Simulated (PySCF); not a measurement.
# RuO(OH)2: relaxation and vibrations of the singlet

The task is one start of a wider search on RuO(OH)2: the singlet, from a T-shaped (ligand arrangement 1) start. It is relaxed, tested by its Hessian and followed downhill if it is a saddle.

Method: PBE0, basis Ru def2-TZVP with ECP28, O def2-TZVP, H def2-TZVP, scalar-relativistic core potentials, no spin–orbit coupling, density fitting; program: PySCF 2.14.0.

**1. The system as given**

6 atoms, charge 0, spin multiplicity 1.

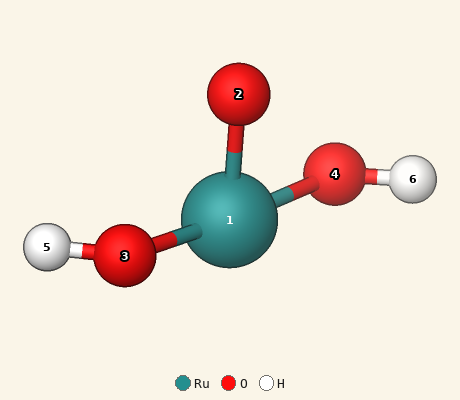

Start geometry, drawn with ruthenium teal, oxygen red, hydrogen white; atoms are numbered from 1 in the order of the file.

Coordinates in bohr (charge 0 multiplicity 1):
```
Ru    0.0000    0.0000    0.0000
O     0.0000    0.0000    3.2314
O     3.5506    0.0000    0.1240
O    -3.5506    0.0000    0.1240
H     4.7160   -1.3897    0.1646
H    -4.7160    1.3897    0.1646
```

**2. Finding the electronic state**

One driver script runs all steps and calls PySCF; scf.py shows how it sets up the SCF of each step. The optimiser is the driver's own. After this first run the driver tries any further starts and a stability analysis.

File scf.py:

```python
from pyscf import gto, scf, dft
mol = gto.M(atom='''
Ru     0.000000     0.000000     0.000000
O      0.000000     0.000000     1.710000
O      1.878900     0.000000     0.065600
O     -1.878900     0.000000     0.065600
H      2.495600    -0.735400     0.087100
H     -2.495600     0.735400     0.087100''',
    basis={'Ru': 'def2-TZVP', 'O': 'def2-TZVP', 'H': 'def2-TZVP'},
    ecp={'Ru': 'def2-TZVP'},
    charge=0, spin=0)
mf = dft.RKS(mol, xc='PBE0')
mf.grids.atom_grid = (50, 194)
aux = {'Ru': 'def2-universal-JKFIT', 'O': 'def2-universal-JKFIT', 'H': 'def2-universal-JKFIT'}
mf = mf.density_fit(auxbasis=aux)
mf.conv_tol = 1e-08
mf.diis_space = 10
mf.max_cycle = 60
mf.init_guess = 'minao'
mf.verbose = 4
mf.kernel()
```

Started as:

```sh
> OMP_NUM_THREADS=4 python axn.py task.json out
```

The log of the run (excerpt; [...] marks lines left out):

```text
[... the frontier levels of the middle cycles are left out ...]
init E= -313.676408234948
  HOMO = -0.592845632155399  LUMO = -0.58003458538837  gap/eV = 0.34861
cycle= 1 E= -321.175255068497  delta_E= -7.5  |g|= 1.31  |ddm|= 4.86
  HOMO = -0.0264622363344819  LUMO = -0.0214188788285676  gap/eV = 0.13724
cycle= 2 E= -320.297293543649  delta_E= 0.878  |g|= 2.44  |ddm|= 2.73
  HOMO = -0.241102189924828  LUMO = -0.132001610059981  gap/eV = 2.96878
cycle= 3 E= -321.115209996573  delta_E= -0.818  |g|= 1.47  |ddm|= 2.18
cycle= 4 E= -321.500666632842  delta_E= -0.385  |g|= 0.246  |ddm|= 0.651
cycle= 5 E= -321.490431253843  delta_E= 0.0102  |g|= 0.336  |ddm|= 0.336
cycle= 6 E= -321.512137815044  delta_E= -0.0217  |g|= 0.0167  |ddm|= 0.202
cycle= 7 E= -321.512188846897  delta_E= -5.1e-05  |g|= 0.00497  |ddm|= 0.0152
cycle= 8 E= -321.512192924544  delta_E= -4.08e-06  |g|= 0.00329  |ddm|= 0.00537
cycle= 9 E= -321.512195111307  delta_E= -2.19e-06  |g|= 0.000795  |ddm|= 0.00174
cycle= 10 E= -321.512195274359  delta_E= -1.63e-07  |g|= 0.000226  |ddm|= 0.00082
cycle= 11 E= -321.512195285439  delta_E= -1.11e-08  |g|= 4.91e-05  |ddm|= 0.000154
cycle= 12 E= -321.512195286422  delta_E= -9.83e-10  |g|= 8.33e-06  |ddm|= 8.97e-05
  HOMO = -0.247524495965052  LUMO = -0.163786222423256  gap/eV = 2.27863
Extra cycle  E= -321.512195286297  delta_E= 1.24e-10  |g|= 3.15e-05  |ddm|= 2.73e-05
converged SCF energy = -321.512195286297
```

This step, with its further starts and checks, ran for 6.9 s (4 threads of AMD EPYC 9R45 (Zen 5), shared host).

The starts that the driver tried:

| start | energy (Eh) |
| --- | --- |
| the minimal-basis guess | -321.512195 |
| a thermally smeared density | -321.512195 |
| a smeared PBE density | -321.512195 |

The test of internal stability and the other starts found no lower closed-shell solution.

**3. T-shaped (ligand arrangement 1) start, singlet: relaxation**

The program finds C2 symmetry in the start, which this walk keeps. The walk stops when the largest gradient is under 0.0003 Eh/bohr and the energy has settled too.

Changes to scf.py since step 2:

```diff
@@ -3,6 +3,6 @@
-Ru     0.000000     0.000000     0.000000
-O      0.000000     0.000000     1.710000
-O      1.878900     0.000000     0.065600
-O     -1.878900     0.000000     0.065600
-H      2.495600    -0.735400     0.087100
-H     -2.495600     0.735400     0.087100''',
+Ru     0.000000     0.000000    -0.195026
+O      0.000000     0.000000     1.514974
+O      1.878900     0.000000    -0.129426
+O     -1.878900    -0.000000    -0.129426
+H      2.495600    -0.735400    -0.107926
+H     -2.495600     0.735400    -0.107926''',
@@ -19 +18,0 @@
-mf.init_guess = 'minao'
```

The optimiser's trace:

| step | energy (Eh) | change (kJ/mol) | largest symmetric gradient (Eh/bohr) |
| --- | --- | --- | --- |
| 0 | -321.512195 | 0.00 | 0.14419 |
| 1 | -321.550835 | -101.45 | 0.04501 |
| 2 | -321.573600 | -161.22 | 0.05775 |
| 3 | -321.588936 | -201.48 | 0.03095 |
| 4 | -321.603609 | -240.01 | 0.02662 |
| 5 | -321.613540 | -266.08 | 0.01845 |
| 6 | -321.616882 | -274.86 | 0.01284 |
| 7 | -321.617711 | -277.03 | 0.00239 |
| 8 | -321.617813 | -277.30 | 0.00505 |
| 9 | -321.617943 | -277.64 | 0.00519 |
| 10 | -321.618151 | -278.19 | 0.00464 |
| 11 | -321.618400 | -278.84 | 0.00349 |
| 12 | -321.618607 | -279.38 | 0.00158 |
| 13 | -321.618636 | -279.46 | 0.00042 |
| 14 | -321.618637 | -279.46 | 0.00112 |
| 15 | -321.618640 | -279.47 | 0.00017 |
| 16 | -321.618640 | -279.47 | 0.00009 |

The walk took 30 s.

Geometry (Å) and forces (eV/Å) at some steps:

```
step 0
Ru   0.000   0.000  -0.195   0.000   0.000   7.415
O    0.000   0.000   1.515   0.000   0.000  -3.591
O    1.879   0.000  -0.129   0.591   0.661  -1.901
O   -1.879   0.000  -0.129  -0.591  -0.661  -1.901
H    2.496  -0.735  -0.108  -0.326  -0.402  -0.011
H   -2.496   0.735  -0.108   0.326   0.402  -0.011
step 1
Ru   0.000   0.000  -0.045   0.000   0.000   2.314
O    0.000   0.000   1.550   0.000   0.000   0.505
O    1.896   0.022  -0.223   0.180   0.167  -1.089
O   -1.896  -0.022  -0.223  -0.180  -0.167  -1.089
H    2.476  -0.747  -0.107  -0.629   0.063  -0.321
H   -2.476   0.747  -0.107   0.629  -0.063  -0.321
step 8
Ru   0.000   0.000   0.637   0.000   0.000   0.063
O    0.000   0.000   2.248   0.000   0.000  -0.034
O    1.502   0.153  -0.423   0.260  -0.152   0.001
O   -1.502  -0.153  -0.423  -0.260   0.152   0.001
H    1.947  -0.694  -0.597  -0.209   0.216  -0.015
H   -1.947   0.694  -0.597   0.209  -0.216  -0.015
step 16
Ru   0.000   0.000   0.686   0.000   0.000   0.001
O    0.000   0.000   2.296   0.000   0.000  -0.001
O    1.502   0.174  -0.374  -0.001  -0.003   0.001
O   -1.502  -0.174  -0.374   0.001   0.003   0.001
H    1.841  -0.673  -0.695   0.001   0.005  -0.001
H   -1.841   0.673  -0.695  -0.001  -0.005  -0.001
```

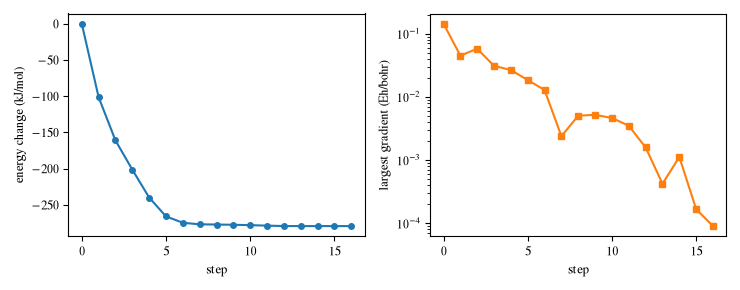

How energy and gradient fall.

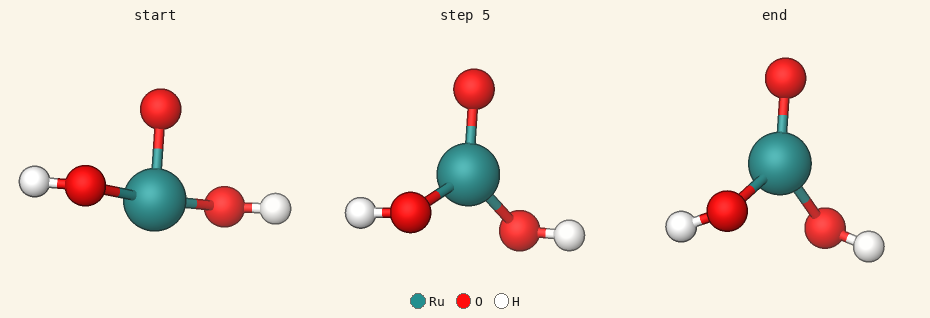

The geometry along the walk, at one scale.

End point (C2, 16 steps, 279.5 kJ/mol gained): O–H 0.967 Å (×2), Ru–O 1.609 Å, Ru–O 1.847 Å (×2); H–O–Ru 113.1° (×2), O–Ru–O 109.9°, O–Ru–O 125.0° (×2).

**4. Vibrations and properties at this point**

The point is checked on the finer grid, and tightened if its gradient asks for it. The Hessian and the dipole derivatives come from central differences of analytic gradients, with steps of 0.02 bohr.

Changes to scf.py since step 3:

```diff
@@ -3,6 +3,6 @@
-Ru     0.000000     0.000000    -0.195026
-O      0.000000     0.000000     1.514974
-O      1.878900     0.000000    -0.129426
-O     -1.878900    -0.000000    -0.129426
-H      2.495600    -0.735400    -0.107926
-H     -2.495600     0.735400    -0.107926''',
+Ru     0.000000     0.000000     0.074064
+O      0.000000     0.000000     1.683428
+O      1.500710     0.173578    -0.987759
+O     -1.500710    -0.173578    -0.987759
+H      1.839629    -0.671840    -1.311086
+H     -1.839629     0.671840    -1.311086''',
@@ -13 +13 @@
-mf.grids.atom_grid = (50, 194)
+mf.grids.atom_grid = (75, 302)
@@ -16 +16 @@
-mf.conv_tol = 1e-08
+mf.conv_tol = 1e-10
```

This SCF starts from the last density.

SCF at the final geometry:

```text
init E= -321.618601480691
  HOMO = -0.261748662092101  LUMO = -0.140016196739357  gap/eV = 3.31251
cycle= 1 E= -321.618601480676  delta_E= 1.48e-11  |g|= 9.76e-06  |ddm|= 5.6e-06
  HOMO = -0.261747025849973  LUMO = -0.140015493376641  gap/eV = 3.31248
Extra cycle  E= -321.618601480446  delta_E= 2.3e-10  |g|= 3.76e-05  |ddm|= 1.99e-05
converged SCF energy = -321.618601480446
```

The whole step took 60 s.

Geometry: C2; O–H 0.967 Å (×2), Ru–O 1.609 Å, Ru–O 1.847 Å (×2); H–O–Ru 113.3° (×2), O–Ru–O 109.8°, O–Ru–O 125.1° (×2).

Harmonic modes (main isotopes):

```csv
symmetry,ω (cm⁻¹),IR (km/mol),μ (u)
b,144,4.9,12.85
a,196,0.9,4.78
b,215,9.2,7.64
a,437,154,1.20
b,484,79.4,1.17
b,691,229,14.65
a,700,53.5,6.36
b,779,134,1.09
a,820,65.4,1.18
a,1095,196,17.75
b,3787,153,1.06
a,3791,52.8,1.07
```

μ is the mass of the mode for normalised Cartesian displacements, not the reduced mass of the usual diatomic formula.

Every mode is real; the point is a minimum.

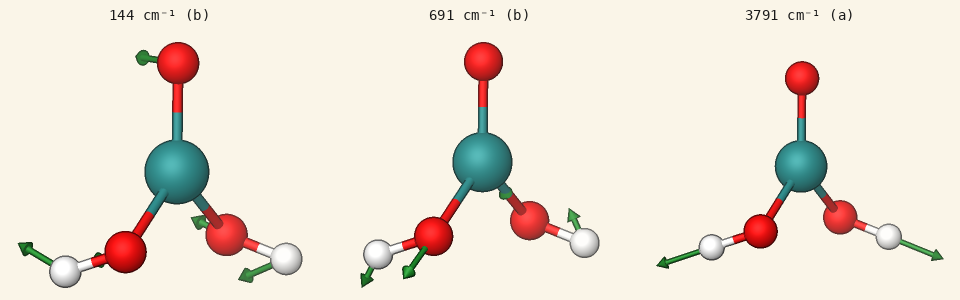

Displacements of 3 of the modes, as arrows (one member where a mode is degenerate).

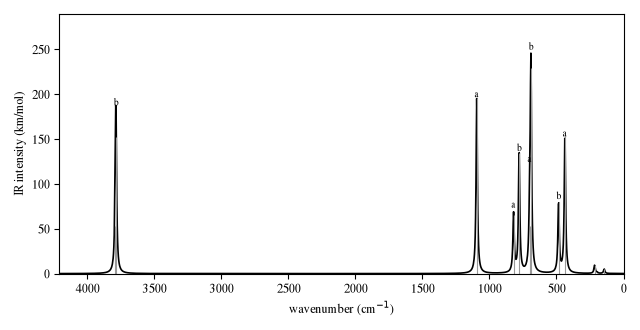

The harmonic infrared spectrum (widths in cm⁻¹). Lines are broadened to a width of 12 cm⁻¹ (Lorentzian).

Constants and moments:

```
Dipole moment                                                   : 1.10 D
Highest occupied level                                          : -7.12 eV
Lowest empty level                                              : -3.81 eV
Rotational constants                                            : 0.2088, 0.2056, 0.1054 cm⁻¹
Zero-point energy                                               : 78.6 kJ/mol
Principal polarisabilities                                      : 37.3, 48.4, 51.5 bohr³
Atomisation energy without zero-point energy                    : 2012 kJ/mol
Principal traceless quadrupole moments about the centre of mass : -8.36, -1.75, 10.11 D Å
Entropy at 298.15 K and 1 bar                                   : 311.9 J/(mol K)
Heat capacity Cp at 298.15 K                                    : 81.4 J/(mol K)
Enthalpy at 298.15 K above 0 K                                  : 16.95 kJ/mol
Rotational symmetry number                                      : 2
```

Charges (e) and bond orders:

```csv
atom,Mulliken,Löwdin,polar tensor,Mayer order to Ru1
Ru1,1.25,0.53,1.66,–
O2,-0.52,-0.19,-0.69,2.00
"O3,4",-0.71,-0.33,-0.78,0.88
"H5,6",0.34,0.17,0.29,0.02
```

Outer orbital energies (eV). occupied: -12.86, -12.05, -11.40, -10.29, -10.12, -9.57, -7.60, -7.12; empty: -3.81, -2.05, -1.63, 0.17.

Mulliken populations on Ru1 (outside its core potential): s 2.43, p 6.15, d 6.13, f 0.03.

**5. The broken-symmetry singlet**

A stability analysis found the closed shell of the lowest minimum unstable towards spin polarisation, so the unrestricted solution is followed.

The program finds C2 symmetry in the start, which may break. The walk stops when the largest gradient is under 0.0003 Eh/bohr and the energy has settled too.

Changes to scf.py since step 4:

```diff
@@ -3,6 +3,6 @@
-Ru     0.000000     0.000000     0.074064
-O      0.000000     0.000000     1.683428
-O      1.500710     0.173578    -0.987759
-O     -1.500710    -0.173578    -0.987759
-H      1.839629    -0.671840    -1.311086
-H     -1.839629     0.671840    -1.311086''',
+Ru     0.000000     0.000000     0.072532
+O      0.000000     0.000000     1.681896
+O      1.500710     0.173578    -0.989292
+O     -1.500710    -0.173578    -0.989292
+H      1.839629    -0.671840    -1.312619
+H     -1.839629     0.671840    -1.312619''',
@@ -12,2 +12,2 @@
-mf = dft.RKS(mol, xc='PBE0')
-mf.grids.atom_grid = (75, 302)
+mf = dft.UKS(mol, xc='PBE0')
+mf.grids.atom_grid = (50, 194)
@@ -16 +16 @@
-mf.conv_tol = 1e-10
+mf.conv_tol = 1e-08
```

The optimiser's trace:

| step | energy (Eh) | change (kJ/mol) | largest gradient (Eh/bohr) |
| --- | --- | --- | --- |
| 0 | -321.618839 | 0.00 | 0.00457 |
| 1 | -321.618862 | -0.06 | 0.00149 |
| 2 | -321.618871 | -0.09 | 0.00074 |
| 3 | -321.618885 | -0.12 | 0.00047 |
| 4 | -321.618886 | -0.12 | 0.00006 |

The walk took 14 s.

Geometry (Å) and forces (eV/Å) at some steps:

```
step 0
Ru   0.000   0.000   0.073   0.000   0.000  -0.235
O    0.000   0.000   1.682   0.000   0.000   0.220
O    1.501   0.174  -0.989   0.038   0.005   0.001
O   -1.501  -0.174  -0.989  -0.038  -0.005   0.001
H    1.840  -0.672  -1.313   0.006   0.001   0.007
H   -1.840   0.672  -1.313  -0.006  -0.001   0.007
step 1
Ru   0.000   0.000   0.069   0.000   0.000   0.021
O    0.000   0.000   1.684   0.000   0.000  -0.076
O    1.503   0.173  -0.991   0.003   0.005   0.021
O   -1.503  -0.173  -0.991  -0.003  -0.005   0.021
H    1.844  -0.673  -1.311   0.006  -0.003   0.006
H   -1.844   0.673  -1.311  -0.006   0.003   0.006
step 2
Ru   0.000   0.000   0.067   0.000   0.000  -0.003
O    0.000   0.000   1.681   0.000   0.000  -0.038
O    1.505   0.173  -0.991   0.007   0.000   0.014
O   -1.505  -0.173  -0.991  -0.007   0.000   0.014
H    1.848  -0.674  -1.307   0.003   0.003   0.006
H   -1.848   0.674  -1.307  -0.003  -0.003   0.006
step 4
Ru   0.000   0.000   0.055   0.001  -0.003  -0.002
O    0.000   0.000   1.669   0.000   0.001   0.002
O    1.512   0.171  -0.992  -0.001   0.003  -0.001
O   -1.512  -0.171  -0.992  -0.001   0.000   0.000
H    1.863  -0.677  -1.295   0.001   0.002   0.001
H   -1.863   0.677  -1.295   0.000  -0.003   0.000
```

After 4 steps and 0.1 kJ/mol it ends at C2: O–H 0.967 Å (×2), Ru–O 1.613 Å, Ru–O 1.847 Å (×2); H–O–Ru 113.2° (×2), O–Ru–O 110.9°, O–Ru–O 124.5° (×2).

**6. Is it a minimum? Harmonic modes**

The same treatment as at the point before.

Changes to scf.py since step 5:

```diff
@@ -3,6 +3,6 @@
-Ru     0.000000     0.000000     0.072532
-O      0.000000     0.000000     1.681896
-O      1.500710     0.173578    -0.989292
-O     -1.500710    -0.173578    -0.989292
-H      1.839629    -0.671840    -1.312619
-H     -1.839629     0.671840    -1.312619''',
+Ru     0.000001     0.000006     0.069192
+O      0.000028     0.000147     1.682666
+O      1.511297     0.170613    -0.979364
+O     -1.511329    -0.170785    -0.979284
+H      1.863177    -0.677209    -1.281744
+H     -1.863220     0.676985    -1.281802''',
@@ -13 +13 @@
-mf.grids.atom_grid = (50, 194)
+mf.grids.atom_grid = (75, 302)
@@ -16 +16 @@
-mf.conv_tol = 1e-08
+mf.conv_tol = 1e-10
```

Log of the central SCF (cycles and frontier levels):

```text
init E= -321.618842306199
[... the frontier-level lines of each cycle are left out ...]
cycle= 1 E= -321.618842306206  delta_E= -7.22e-12  |g|= 1.48e-06  |ddm|= 4.95e-06
Extra cycle  E= -321.618842306208  delta_E= -2.05e-12  |g|= 4.55e-06  |ddm|= 5.83e-06
converged SCF energy = -321.618842306208  <S^2> = 0.17212312  2S+1 = 1.2994201
```

The whole step ran for 3.2 min (4 threads of AMD EPYC 9R45 (Zen 5), shared host).

Geometry: C2; O–H 0.966 Å (×2), Ru–O 1.613 Å, Ru–O 1.847 Å (×2); H–O–Ru 113.2° (×2), O–Ru–O 110.8°, O–Ru–O 124.6° (×2).

Harmonic modes (main isotopes):

| ω (cm⁻¹) | IR (km/mol) | μ (u) |
| --- | --- | --- |
| 138 | 5.5 | 13.17 |
| 187 | 0.3 | 4.70 |
| 220 | 9.6 | 8.05 |
| 422 | 145 | 1.21 |
| 470 | 81.8 | 1.15 |
| 692 | 227 | 15.13 |
| 697 | 45.0 | 6.06 |
| 775 | 135 | 1.09 |
| 818 | 67.1 | 1.19 |
| 1051 | 251 | 17.63 |
| 3788 | 158 | 1.06 |
| 3793 | 49.6 | 1.07 |

μ is the mass of the mode for normalised Cartesian displacements, not the reduced mass of the usual diatomic formula.

No imaginary mode, so this is a minimum.

The SCF density has lower symmetry than the nuclear frame, so the modes carry no labels.

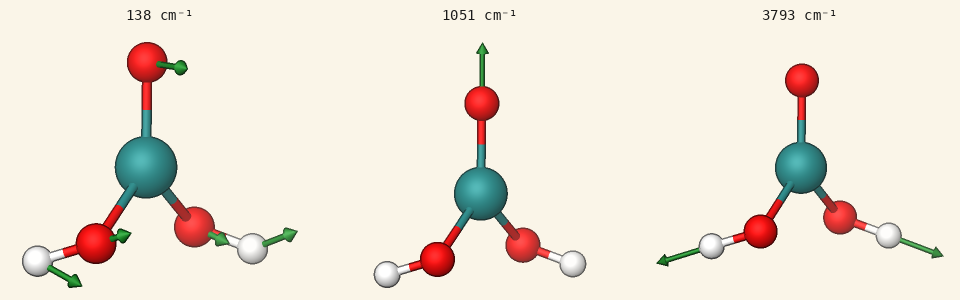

How the atoms move in 3 of the modes.

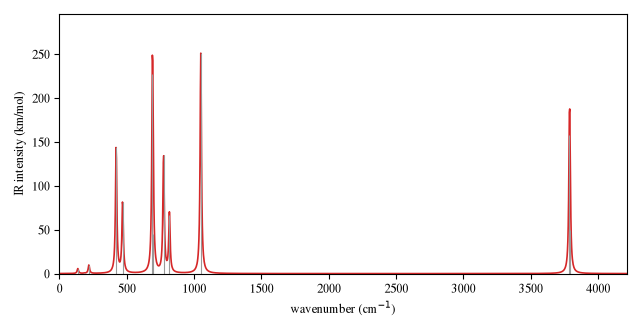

The harmonic infrared spectrum (widths in cm⁻¹). Lines are broadened to a width of 12 cm⁻¹ (Lorentzian).

Properties at this point:

```
Dipole moment                                                   : 1.14 D
Highest occupied level                                          : -7.17 eV
Lowest empty level                                              : -3.76 eV
Rotational constants                                            : 0.2076, 0.2058, 0.1052 cm⁻¹
Zero-point energy                                               : 78.1 kJ/mol
Principal polarisabilities                                      : 37.2, 48.6, 52.2 bohr³
Atomisation energy without zero-point energy                    : 2013 kJ/mol
Principal traceless quadrupole moments about the centre of mass : -8.28, -2.28, 10.56 D Å
Entropy at 298.15 K and 1 bar                                   : 313.0 J/(mol K)
Heat capacity Cp at 298.15 K                                    : 82.0 J/(mol K)
Enthalpy at 298.15 K above 0 K                                  : 17.09 kJ/mol
Rotational symmetry number                                      : 2
Spin squared ⟨S²⟩                                               : 0.172
```

Charges (e) and bond orders:

```
atom  Mulliken  Löwdin  polar tensor  spin (Mulliken)  Mayer order to Ru1
 Ru1      1.26    0.54          1.73             0.00                   –
  O2     -0.53   -0.20         -0.76             0.00                1.99
  O3     -0.71   -0.33         -0.78             0.01                0.87
  O4     -0.71   -0.33         -0.78            -0.01                0.87
  H5      0.35    0.17          0.29             0.01                0.02
  H6      0.35    0.17          0.29            -0.01                0.02
```

Outer orbital energies (eV). α occupied: -12.82, -12.00, -11.45, -10.26, -10.11, -9.59, -7.68, -7.17; empty: -3.76, -2.04, -1.68, 0.14. β occupied: -12.82, -12.00, -11.45, -10.26, -10.11, -9.59, -7.68, -7.17; empty: -3.76, -2.04, -1.68, 0.14.

Mulliken populations on Ru1 (outside its core potential): s 2.43, p 6.16, d 6.12, f 0.03.

**7. All stationary points**

| spin | group | bonds | imaginary modes (cm⁻¹) | ΔE (kJ/mol) | with zero-point energy |
| --- | --- | --- | --- | --- | --- |
| broken-symmetry (Ms = 0) | C2 (density of lower symmetry) | O–H 0.966 Å (×2), Ru–O 1.613 Å, Ru–O 1.847 Å (×2) | none | 0.0 | 0.0 |
| singlet | C2 | O–H 0.967 Å (×2), Ru–O 1.609 Å, Ru–O 1.847 Å (×2) | none | 0.6 | 1.2 |

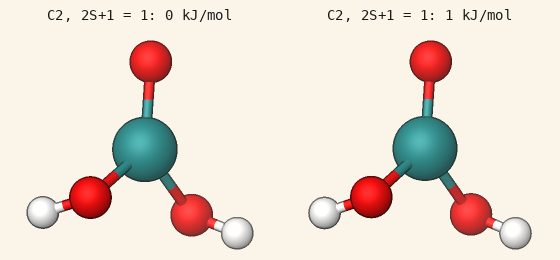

The points, lowest first (ruthenium teal, oxygen red, hydrogen white).

**8. What came out**

| quantity | value |
| --- | --- |
| minimum | broken-symmetry (Ms = 0), C2 |
| geometry | O–H 0.966 Å (×2), Ru–O 1.613 Å, Ru–O 1.847 Å (×2); H–O–Ru 113.2° (×2), O–Ru–O 110.8°, O–Ru–O 124.6° (×2) |
| wavenumbers (cm⁻¹) | 138, 187, 220, 422, 470, 692, 697, 775, 818, 1051, 3788, 3793 |
| dipole moment | 1.14 D |
| highest occupied, lowest empty level (either spin) | -7.17, -3.76 eV |
| polar-tensor charge of Ru1 | +1.73 e |
| zero-point energy | 78.1 kJ/mol |
| entropy at 298.15 K | 313.0 J/(mol K) |
| atomisation energy (no zero-point energy) | 2013 kJ/mol |
| ⟨S²⟩ | 0.172 |

**Reading.** The T-shaped (ligand arrangement 1) start keeps its C2 symmetry and ends in a minimum. In the infrared the band at 1051 cm⁻¹ leads. Only this shape and spin were tried, so other structures or states may lie lower. The SCF density has lower symmetry than the nuclear frame.

The search up to here took 5.2 min.
